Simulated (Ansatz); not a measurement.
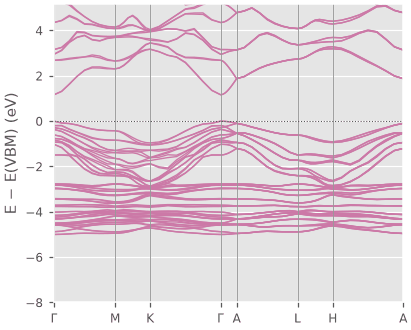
Figure: Band structure from PBE+D3(BJ) with spin–orbit coupling (plane waves, PAW; program Ansatz)

**Question.** Read off the gap and where the band edges lie.

**Answer.** About 1.2 eV (1.16 eV by a search for the band edges); maximum at Γ, minimum at Γ.

The material is AgI in space group P6_3mc (No. 186; Ag on 2a, Ag on 2b, I on 2a, I on 2b).

The workflow started from a Materials Project entry (that database holds measured and hypothetical structures alike). Its sites differ from those of the usual phase in this space group: another stacking or structure type. The cell was relaxed with PBE+D3(BJ) under the symmetry of its start; its stability against distortions is not shown here. The run is not spin-polarised.

Potentials: the earlier of the program's two PAW sets.
